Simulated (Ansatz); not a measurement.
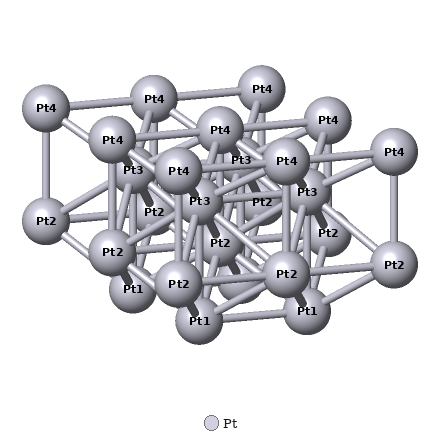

The system is H on a Pt(110) slab cut from the Fm-3m phase, its upper half relaxed before the scan (4 atoms of substrate and one adsorbate in a 1 × 1 cell); the picture shows it without the atoms that are moved over the map. 
- H is moved along a line over the surface and along the normal, above a rigid substrate.
- First axis: position of H5 along the diagonal of the surface cell, from above Pt4. Second axis: height of H5 above the plane of Pt4.
- The grid has 8 × 8 points; 32 points were computed and 19 follow by symmetry. At 13 points there is no value (left out of the scan, as a rule where atoms come close).
- Points are written as (first, second).
- Energies are in eV, from the lowest grid point.
- Theory: Ansatz, DFT PBE, scalar-relativistic, plane waves, PAW. Settings: cutoff 420 eV, k-mesh 9×7×1, gaussian smearing 0.1 eV, spin-polarised.

Range: position of H5 along the diagonal of the surface cell from 0.00 to 4.25 Å; height of H5 above the plane of Pt4 from −0.13 to 3.43 Å.

**Predict the map.**

The lowest grid point is at (0.61 Å, 1.34 Å) [nearest 1 Pt at 1.47 Å]. The highest grid point, (2.43 Å, −0.13 Å) [nearest 1 Pt at 1.11 Å], lies 4.79 eV above the lowest.

| second ↓, first → | 0.00 | 0.61 | 1.22 | 1.82 | 2.43 | 3.04 | 3.65 | 4.25 |
| --- | --- | --- | --- | --- | --- | --- | --- | --- |
| 3.43 | 2.67 | 2.67 | 2.68 | 2.68 | 2.68 | 2.68 | 2.68 | 2.67 |
| 2.73 | 2.41 | 2.47 | 2.57 | 2.63 | 2.65 | 2.63 | 2.57 | 2.47 |
| 2.23 | 1.43 | 1.64 | 2.13 | 2.47 | 2.55 | 2.47 | 2.13 | 1.64 |
| 1.83 | 0.31 | 0.59 | 1.34 | 2.08 | 2.34 | 2.08 | 1.34 | 0.59 |
| 1.34 | 0.49 | 0.00 | 0.35 | 1.35 | 1.78 | 1.35 | 0.35 | 0.00 |
| 0.85 | – | – | 0.22 | 0.64 | 1.03 | 0.64 | 0.22 | – |
| 0.36 | – | – | – | 0.23 | 0.39 | 0.23 | – | – |
| −0.13 | – | – | – | 2.15 | 4.79 | 2.15 | – | – |

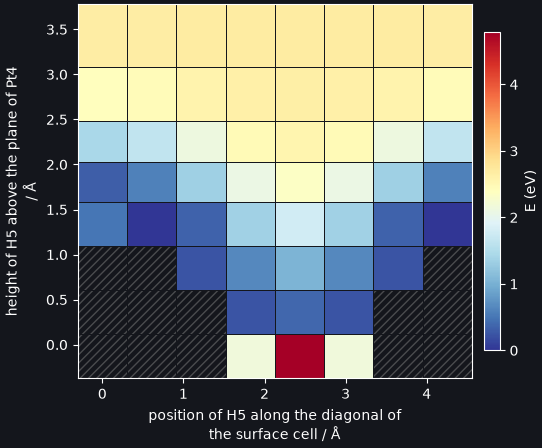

The picture shows one coloured cell a grid point, hatched blanks where no value was computed.

Each point was launched as `ansatz run input.yaml --threads 1 --pin off --max-ram 3072MiB --backend cpu --events-out ev --progress --plain --runs-dir out`. Time for the 32 points that were run: 65 min on 1 thread of Arm Neoverse V1, with other jobs on the host.

PAW datasets: the set soft_1.
